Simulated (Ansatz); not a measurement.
# Calculations on Na₄Li₁₂B

**1. Relaxation**

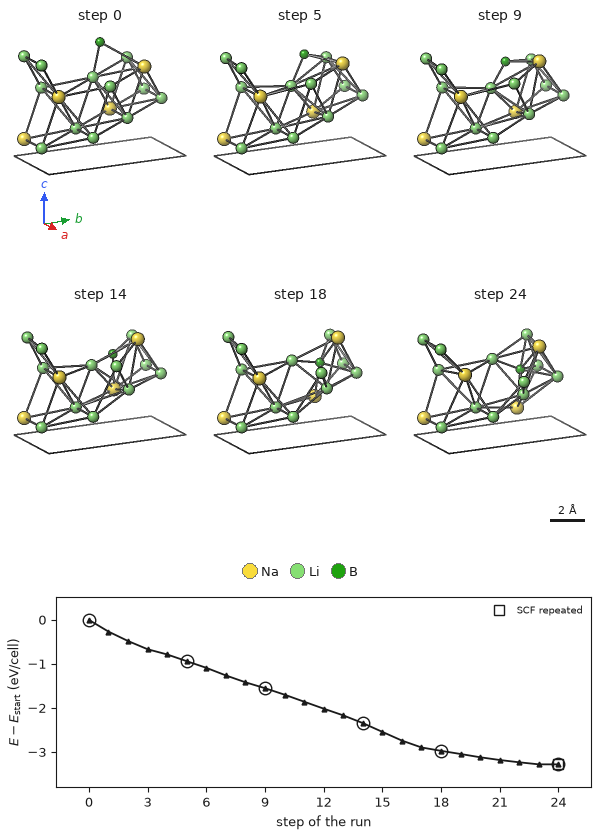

Frames of a constrained relaxation of a slab of composition Na$_{4}$Li$_{12}$B, marked on the history of the run. Style: ball-and-stick. Shown: the cell of the calculation, outlined in the plane, without the vacuum (origin shifted), slightly off an axis.

It is B on NaLi3(111), set down by a guess. The run prepares the start of a later molecular dynamics calculation, from a guessed geometry. 4 atoms are held fixed.

Theory: DFT PBE, scalar-relativistic, plane waves, PAW in Ansatz. Set-up: plane-wave cutoff 420 eV; k-point mesh 2 × 1 × 1; occupations fermi dirac; smearing width 0.05 eV; no spin polarisation; atoms relaxed in a fixed cell; force threshold 0.08 eV/Å; at most 25 steps.

What happens along the run?

The largest move is that of the B atom, 3.68 Å at 29° to the normal (−c side). Largest moves by element: B 3.68 Å, Na 1.38 Å, Li 1.31 Å. The lattice vectors keep their values. Among the contacts that change: B–Li 6.313 → 2.631 Å, B–Li 5.384 → 2.302 Å, B–Li 4.884 → 2.422 Å, B–Na 4.898 → 2.689 Å. Bond angles that change, for instance: Li–Na–Li 180.0° → 130.0°, Li–Na–Li 119.9° → 79.8°, Li–Na–Li 120.1° → 84.2°. Over 23 accepted moves (24 points after the start) the energy falls by 3.278 eV per cell of the calculation. The largest force component goes from 0.62 to 0.069 eV/Å. 1 step only repeated the SCF at the same geometry. From step 0 to 5: the B atom moves most (0.96 Å), energy −0.937 eV per cell of the calculation. From step 5 to 9: the B atom moves most (0.78 Å), energy −0.613 eV per cell of the calculation. From step 9 to 14: the B atom moves most (0.96 Å), energy −0.792 eV per cell of the calculation. From step 14 to 18: the B atom moves most (0.67 Å), energy −0.630 eV per cell of the calculation. From step 18 to 24: a Li atom moves most (0.82 Å), energy −0.307 eV per cell of the calculation.

```tsv
step	E − E(0), meV/atom	largest force component, eV/Å	note
0	0.00	0.6150	
1	-15.65	0.5980	
2	-28.22	0.4242	
3	-39.19	0.5168	
4	-46.15	0.3261	
5	-55.11	0.2975	
6	-63.99	0.3015	
7	-74.14	0.3217	
8	-83.29	0.2945	
9	-91.17	0.3384	
10	-99.81	0.4431	
11	-109.17	0.5352	
12	-118.47	0.5212	
13	-127.43	0.4052	
14	-137.73	0.3349	
15	-149.44	0.3223	
16	-161.08	0.2728	
17	-170.26	0.1459	
18	-174.78	0.1084	
19	-179.00	0.0629	
20	-183.35	0.0815	
21	-187.01	0.1090	
22	-190.08	0.1198	
23	-192.82	0.0692	
24	-192.82	0.0687	same geometry, SCF repeated
```

Limits of the set-up: the k-point mesh is coarse for a cell with partly filled bands; the program's low-accuracy preset was used; the periodic images lie only 6.6 Å apart, so the values are limited by the cell's size.

**2. Dynamics**

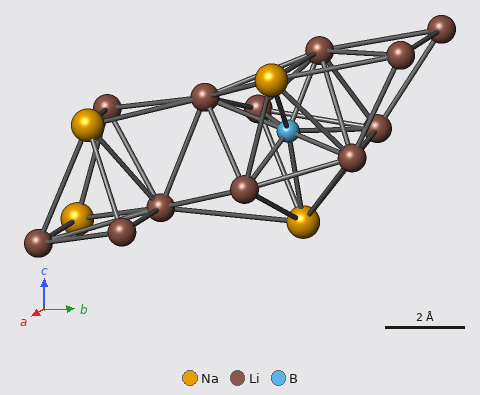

Starting frame of a dynamics run of B on NaLi3(111) (17 atoms in the cell). A ball-and-stick model of the simulation cell, with the vacuum cut short, seen slightly off an axis. Bonds to atoms that aren't drawn are left out.

The calculation used DFT PBE, scalar-relativistic, plane waves, PAW in Ansatz 0.2.0.

The input:
```yaml
accuracy: low
crystal:
  lattice:
    - [6.550164, 0.0, 0.0]
    - [-3.275082, 9.856351, 0.0]
    - [0.0, 0.0, 17.405737]
  atoms:
    - { symbol: Na, position: [0.0, 0.0, 0.0574523] }
    - { symbol: Li, position: [0.68138848, 0.79988313, 0.19591781] }
    - { symbol: Li, position: [0.21310215, 0.77298827, 0.2057203] }
    - { symbol: Li, position: [0.5, 0.0, 0.0574523] }
    - { symbol: Na, position: [0.28596843, 0.60576358, 0.07246396] }
    - { symbol: Li, position: [0.3888014, 0.2776027, 0.1018198] }
    - { symbol: Li, position: [0.8888014, 0.2776027, 0.1018198] }
    - { symbol: Li, position: [0.71227468, 0.54327187, 0.15184028] }
    - { symbol: Na, position: [0.61465917, 0.14224666, 0.24092857] }
    - { symbol: Li, position: [0.23644059, 0.93374982, 0.35454733] }
    - { symbol: Li, position: [0.74467128, 0.93039544, 0.3528034] }
    - { symbol: Li, position: [0.07024527, 0.0864504, 0.22640922] }
    - { symbol: Na, position: [0.82434683, 0.6302548, 0.32218872] }
    - { symbol: Li, position: [1.07296391, 0.45554671, 0.22523934] }
    - { symbol: Li, position: [0.41748282, 0.39059416, 0.26776586] }
    - { symbol: Li, position: [0.35574603, 0.65883511, 0.33210871] }
    - { symbol: B, position: [0.42121507, 0.59461966, 0.21746641] }
basis:
  ecutwfc: 420.0
kpoints:
  mp_grid: { grid: [2, 1, 1] }
hamiltonian:
  xc: pbe
scf:
  occupations: { method: fermi_dirac, width: 0.05 }
  lower_state_search: "off"
md:
  timestep: 1
  n_steps: 210
  ensemble: nvt_nose_hoover
  temperature: 900.0
  initial_velocities: maxwell_boltzmann
  seed: 248482
  nose_hoover: { tau: 100.0, chain_length: 1 }
  constraints: [{ sites: [0, 3, 5, 6] }]
```

Run as
```bash
ansatz run input.yaml --threads 1 --pin off --max-ram 3072MiB --backend cpu --events-out ev --progress --plain --runs-dir out
```

Q: What does the trajectory do?

A: The mean temperature in the second half is 833 K (standard deviation 241 K). The potential energy is still drifting at the end, so the run hasn't reached equilibrium. The potential energy in the second half lies on average 63.7 meV per atom above the first frame. In the second half of the run the atoms are, in the root-mean-square, this far from where they began (common drift taken out): Li 1.06 Å, Na 1.02 Å, B 0.69 Å. Against the typical shortest distance between atoms in the first frame, about 2.8 Å these are large excursions, but over 210 fs one can't yet tell strong vibration from the start of diffusion.

Along the run (each row but the first and the last is the mean over the interval that it begins):

```
time (fs)  potential energy (meV/atom)  T (K)
      0.0                          0.0    900
     26.0                         45.2    461
     52.0                         32.6    646
     78.0                         52.6    529
    104.0                         66.5    478
    130.0                         50.4    809
    156.0                         67.1    871
    182.0                         68.6   1123
    208.0                         82.2   1141
```

The paths of the atoms:

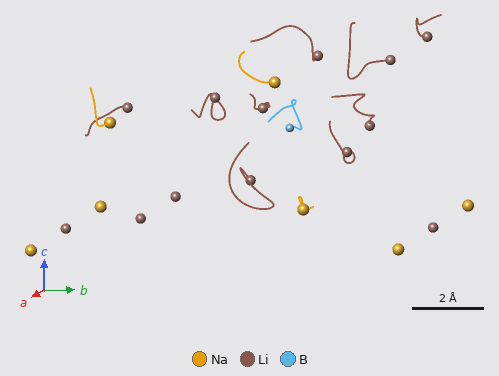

Limits of the set-up: the k-point mesh is coarse for a cell with partly filled bands; the program's low-accuracy preset was used; the periodic images lie only 6.6 Å apart, so the values are limited by the cell's size.

Cost: 12 min on 1 thread of Intel(R) Xeon(R) Platinum 8488C (Sapphire Rapids), with other jobs on the host, peak memory 1.1 GiB.

**3. Energy conservation**

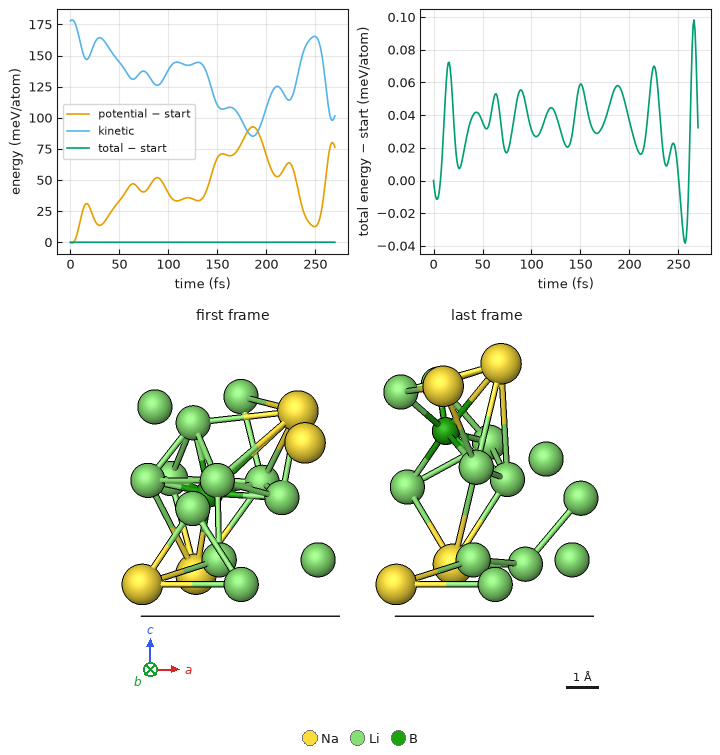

Molecular dynamics of B on NaLi3(111) (17 atoms in the cell), 270 fs long. It starts from the last geometry of an earlier run, with fresh velocities. The picture is a ball-and-stick view of the simulation cell, with the vacuum cut short, seen along the b axis. Bonds to atoms that aren't drawn are left out.

Method: Ansatz, DFT PBE, scalar-relativistic, plane waves, PAW. Settings: plane-wave cutoff 420 eV; k-point mesh 2 × 1 × 1; Fermi-Dirac smearing 0.05 eV; low-accuracy preset; 4 atoms held fixed; constant energy (NVE); velocities drawn for 1800 K; time step 1 fs.

How well is the energy conserved, and can the run be trusted?

The total energy stays between −0.038 and 0.098 meV per atom of its start. A straight-line fit has a slope that amounts to −0.00055 meV per atom over 270 fs (under 0.1 % of the mean kinetic energy), and the ripple about it is under 0.1 % of the kinetic energy's fluctuation. With a drift under 2 % and a ripple under 7 %, the integration is accurate. The mean temperature in the second half is 1208 K (standard deviation 228 K). The potential energy is still drifting at the end, so the run hasn't reached equilibrium. The potential energy in the second half lies on average 58.5 meV per atom above the first frame.

Limits of the set-up: the k-point mesh is coarse for a cell with partly filled bands; the program's low-accuracy preset was used; the periodic images lie only 6.6 Å apart, so the values are limited by the cell's size.
